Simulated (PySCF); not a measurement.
C4H9FSi (SMILES F[C@H]1CC[SiH2]C1)

```xyz
15

F    -2.5027    0.4224   -0.1229
C    -1.1942    0.2803    0.3096
C    -0.6687   -1.1039   -0.0560
C     0.8211   -1.1357    0.2848
Si    1.4561    0.6042   -0.1789
C    -0.2978    1.3340   -0.3276
H    -1.2304    0.4020    1.3996
H    -0.8141   -1.2472   -1.1288
H    -1.2291   -1.8808    0.4670
H     0.9482   -1.3237    1.3516
H     1.3158   -1.9516   -0.2379
H     2.1833    0.6331   -1.4493
H     2.2367    1.2281    0.8919
H    -0.4373    2.3029    0.1468
H    -0.5915    1.4441   -1.3719
```

Geometry: GFN2-xTB.

Level of theory: wB97X-D/def2-SVPD, SCF density, gas phase (PySCF 2.14.0).

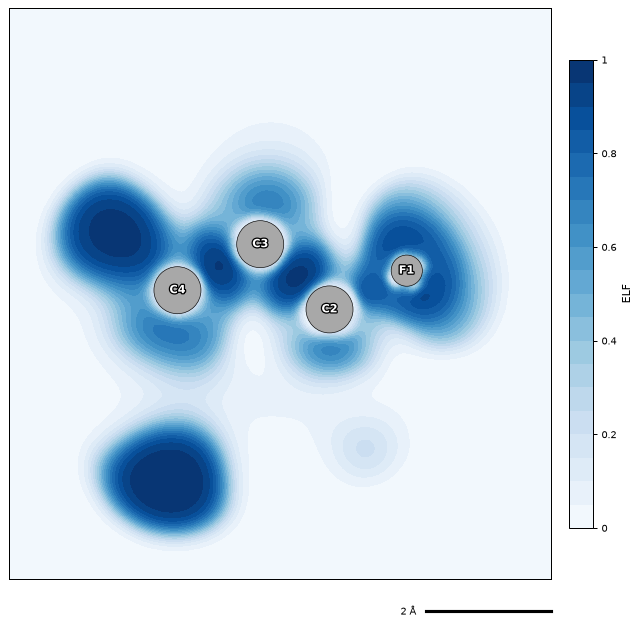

Figure 1. ELF on the plane of atoms F1, C2 and C3. Grey discs cover the atomic cores.

What does the map show?

Answer. Atoms in the plane: F and C. C–F (1.39 Å): the ELF peaks at about 0.85 between the atoms: a polar covalent bond. C–C (1.53 Å): the ELF peaks at about 0.95 between the atoms; a covalent bond. The ELF also peaks beside F1, away from the bonds: lone-pair regions.

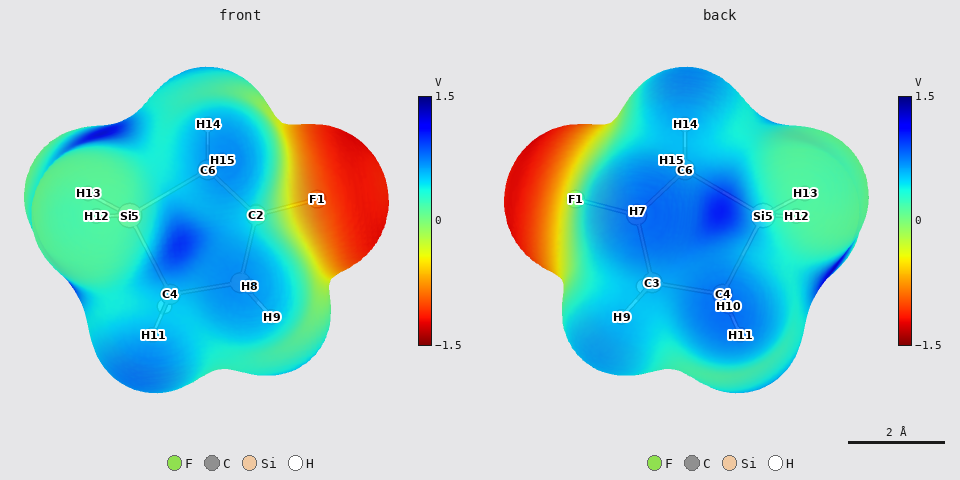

Figure 2. The molecular electrostatic potential painted on the density surface at 0.002 e/bohr³, seen from the front and from behind; red is negative and blue positive.

Where is the surface potential most negative and most positive?

Answer. The most negative region (about −1.2 V) lies over F1, the most positive (about +1.2 V) over Si5.

How polar is the molecule by this calculation?

Answer. Its dipole moment is 1.83 D.
